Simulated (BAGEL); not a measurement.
# GeSiH6O (SMILES [OH][GeH2][SiH3]): RI-MP2/cc-pVDZ (density fitting with qzvpp-jkfit)

Aim: the energy change on altering one bond length of GeSiH6O at RI-MP2/cc-pVDZ (density fitting with qzvpp-jkfit), from 2 runs. 

Program for the calculation: BAGEL 1.2.2.

2 further runs of the same task are left out: 1 that didn't finish, 1 set aside as unsound or not needed. Runs told in other sessions of the task aren't counted.

### Step 1. The molecule

GeSiH6O: 9 atoms, total charge 0, spin state singlet. As SMILES, `[OH][GeH2][SiH3]`. Geometry: relaxed at PBE0-D4/def2-TZVP. This is one conformer, not always the lowest.

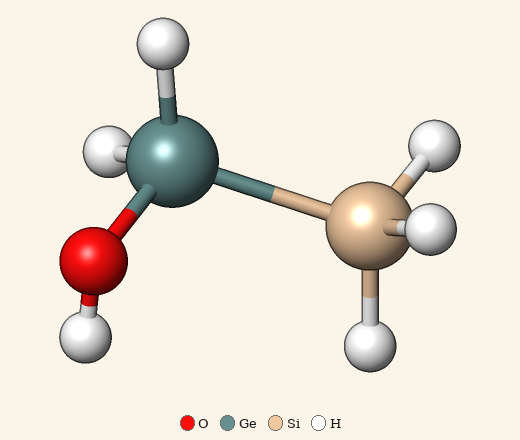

Viewed from a chosen angle; oxygen red, germanium teal, silicon light orange, hydrogen white.

### Step 2. A single-point energy at RI-MP2/cc-pVDZ (density fitting with qzvpp-jkfit)

input.json

```json
{ "bagel": [

{
  "title": "molecule",
  "basis": "cc-pvdz.json",
  "df_basis": "qzvpp-jkfit",
  "angstrom": true,
  "geometry": [
    { "atom": "O", "xyz": [      -1.665400,       1.003200,      -0.854800 ] },
    { "atom": "Ge", "xyz": [       0.086300,       0.899600,      -0.495500 ] },
    { "atom": "Si", "xyz": [       0.525800,      -1.010700,       0.870400 ] },
    { "atom": "H", "xyz": [      -1.973400,       0.267900,      -1.389000 ] },
    { "atom": "H", "xyz": [       0.873700,       0.832100,      -1.824400 ] },
    { "atom": "H", "xyz": [       0.388100,       2.226700,       0.215900 ] },
    { "atom": "H", "xyz": [       1.986000,      -1.132800,       1.128400 ] },
    { "atom": "H", "xyz": [       0.060100,      -2.236200,       0.166300 ] },
    { "atom": "H", "xyz": [      -0.192800,      -0.896100,       2.165800 ] }
  ]
},

{ "title": "hf" },

{ "title": "mp2", "ncore": 15 }

]}
```

The basis set cc-pVDZ is read from a file made from the Basis Set Exchange's data (not shown).

Run with:

```sh
$ BAGEL_NUM_THREADS=1 BAGEL input.json > input.out
```

Standard output:

```text
* using 1 threads per process

  ===============================================================
  ===============================================================

  *** Geometry ***

  { "atom" : "O", "xyz" : [     -3.147150,      1.895773,     -1.615338 ] },
  { "atom" : "Ge", "xyz" : [      0.163083,      1.699998,     -0.936359 ] },
  { "atom" : "Si", "xyz" : [      0.993618,     -1.909946,      1.644818 ] },
  { "atom" : "H", "xyz" : [     -3.729186,      0.506258,     -2.624830 ] },
  { "atom" : "H", "xyz" : [      1.651054,      1.572441,     -3.447616 ] },
  { "atom" : "H", "xyz" : [      0.733403,      4.207853,      0.407992 ] },
  { "atom" : "H", "xyz" : [      3.752996,     -2.140682,      2.132367 ] },
  { "atom" : "H", "xyz" : [      0.113573,     -4.225806,      0.314261 ] },
  { "atom" : "H", "xyz" : [     -0.364339,     -1.693384,      4.092769 ] },

  Number of auxiliary basis functions:      579

  Since a DF basis is specified, we compute 2- and 3-index integrals:
    o Being stored without compression. Storage requirement is 0.037 GB

  Number of basis functions:       89
  Number of electrons      :       60

    * METHOD: MOLECULE                             0.29

  *** RHF ***

  === Nuclear Repulsion ===
   271.6998212361

      * DIIS with orbital gradients will be used.

  === RHF iteration (cc-pvdz.json) ===
      0      -2442.42729812          0.01444088           0.10
      1      -2442.54563663          0.01076086           0.10
      2      -2442.63087116          0.00134185           0.10
      3      -2442.63278261          0.00021692           0.10
      4      -2442.63283791          0.00006067           0.09
      5      -2442.63284219          0.00001230           0.09
      6      -2442.63284245          0.00000277           0.09
      7      -2442.63284246          0.00000082           0.09
      8      -2442.63284246          0.00000029           0.10
      9      -2442.63284246          0.00000010           0.10
     10      -2442.63284246          0.00000003           0.09
     11      -2442.63284246          0.00000001           0.09
    * SCF iteration converged.

    * Permanent dipole moment:
           (   -0.379174,     0.528589,     0.151847) a.u.

    * METHOD: HF                                   1.37

  *** RHF ***

  === Nuclear Repulsion ===
   271.6998212361

      * DIIS with orbital gradients will be used.

  === RHF iteration (cc-pvdz.json) ===
      0      -2442.63284246          0.00000000           0.09
    * SCF iteration converged.

    * Permanent dipole moment:
           (   -0.379174,     0.528589,     0.151847) a.u.

  === DF-MP2 calculation ===

    * freezing 15 orbitals
    * 3-index integral transformation done
    * assembly done

      MP2 correlation energy:   -0.4135909997      0.04

      MP2 total energy:       -2443.0464334601

    * METHOD: MP2                                  0.24

  ===============================================================
```

It took 2.1 s on 1 thread of Intel Xeon 6975P-C (Granite Rapids), shared host; peak memory 0.16 GiB.

### Step 3. The distorted shape

job.json

```json
{ "bagel" : [

{
  "title" : "molecule",
  "basis" : "cc-pvdz.json",
  "df_basis" : "qzvpp-jkfit",
  "angstrom" : true,
  "geometry" : [
    { "atom" : "O", "xyz" : [      -1.295799,       1.885562,      -0.213759 ] },
    { "atom" : "Ge", "xyz" : [       0.455901,       1.781962,       0.145541 ] },
    { "atom" : "Si", "xyz" : [       0.895401,      -0.128338,       1.511441 ] },
    { "atom" : "H", "xyz" : [      -1.973400,       0.267900,      -1.389000 ] },
    { "atom" : "H", "xyz" : [       1.243301,       1.714462,      -1.183359 ] },
    { "atom" : "H", "xyz" : [       0.757701,       3.109062,       0.856941 ] },
    { "atom" : "H", "xyz" : [       2.355601,      -0.250438,       1.769441 ] },
    { "atom" : "H", "xyz" : [       0.429701,      -1.353838,       0.807341 ] },
    { "atom" : "H", "xyz" : [       0.176801,      -0.013738,       2.806841 ] }
  ]
},

{ "title" : "hf" },

{ "title" : "mp2", "ncore" : 15 }

]}
```

The basis set cc-pVDZ is read from a file made from the Basis Set Exchange's data (not shown).

Run with:

```sh
$ BAGEL_NUM_THREADS=1 BAGEL job.json > job.out
```

Standard output:

```text
* using 1 threads per process

  ===============================================================
  ===============================================================

  *** Geometry ***

  { "atom" : "O", "xyz" : [     -2.448705,      3.563196,     -0.403946 ] },
  { "atom" : "Ge", "xyz" : [      0.861528,      3.367420,      0.275033 ] },
  { "atom" : "Si", "xyz" : [      1.692063,     -0.242524,      2.856210 ] },
  { "atom" : "H", "xyz" : [     -3.729186,      0.506258,     -2.624830 ] },
  { "atom" : "H", "xyz" : [      2.349498,      3.239864,     -2.236224 ] },
  { "atom" : "H", "xyz" : [      1.431847,      5.875276,      1.619384 ] },
  { "atom" : "H", "xyz" : [      4.451441,     -0.473259,      3.343759 ] },
  { "atom" : "H", "xyz" : [      0.812017,     -2.558383,      1.525653 ] },
  { "atom" : "H", "xyz" : [      0.334105,     -0.025961,      5.304161 ] },

  Number of auxiliary basis functions:      579

  Since a DF basis is specified, we compute 2- and 3-index integrals:
    o Being stored without compression. Storage requirement is 0.037 GB

  Number of basis functions:       89
  Number of electrons      :       60

    * METHOD: MOLECULE                             0.29

  *** RHF ***

  === Nuclear Repulsion ===
   266.9040959967

      * DIIS with orbital gradients will be used.

  === RHF iteration (cc-pvdz.json) ===
      0      -2442.00644981          0.01687435           0.10
      1      -2441.67803012          0.02881391           0.09
      2      -2442.37565080          0.00289552           0.09
      3      -2442.38673473          0.00095649           0.09
      4      -2442.38847021          0.00032160           0.09
      5      -2442.38877275          0.00012955           0.09
      6      -2442.38882054          0.00003187           0.09
      7      -2442.38882347          0.00000809           0.09
      8      -2442.38882366          0.00000487           0.10
      9      -2442.38882377          0.00000368           0.09
     10      -2442.38882385          0.00000298           0.09
     11      -2442.38882391          0.00000202           0.09
     12      -2442.38882395          0.00000070           0.09
     13      -2442.38882395          0.00000023           0.09
     14      -2442.38882395          0.00000008           0.09
     15      -2442.38882395          0.00000004           0.09
     16      -2442.38882395          0.00000002           0.09
     17      -2442.38882395          0.00000001           0.10
     18      -2442.38882395          0.00000001           0.09
    * SCF iteration converged.

    * Permanent dipole moment:
           (   -0.442646,     0.508346,     0.121506) a.u.

    * METHOD: HF                                   1.98

  *** RHF ***

  === Nuclear Repulsion ===
   266.9040959967

      * DIIS with orbital gradients will be used.

  === RHF iteration (cc-pvdz.json) ===
      0      -2442.38882395          0.00000001           0.09
    * SCF iteration converged.

    * Permanent dipole moment:
           (   -0.442646,     0.508346,     0.121506) a.u.

  === DF-MP2 calculation ===

    * freezing 15 orbitals
    * 3-index integral transformation done
    * assembly done

      MP2 correlation energy:   -0.4662003711      0.04

      MP2 total energy:       -2442.8550243211

    * METHOD: MP2                                  0.24

  ===============================================================
```

Wall time 2.7 s (1 thread of Intel Xeon 6975P-C (Granite Rapids), shared host); peak memory 0.16 GiB.

### Step 4. Outcome

At RI-MP2/cc-pVDZ (density fitting with qzvpp-jkfit), 15 core orbitals frozen:

```
                                                         quantity           value
                                        first shape: total energy  -2443.04643 Eh
        first shape: correlation energy (15 core orbitals frozen)      -413.6 mEh
                                    distorted shape: total energy  -2442.85502 Eh
    distorted shape: correlation energy (15 core orbitals frozen)      -466.2 mEh
energy change with the O1–H4 bond stretched from 0.960 to 2.111 Å        5.209 eV
```

What this shows: One bond (distorted shape) is far stretched, which a spin-restricted single reference describes badly; perturbation theory on it can break down and give far too much correlation. With the O1–H4 bond stretched from 0.960 to 2.111 Å the energy rises by 5.21 eV (503 kJ/mol). The first shape isn't relaxed at this level, so the change isn't measured from a minimum. A restricted reference can't describe the breaking bond well at this length.
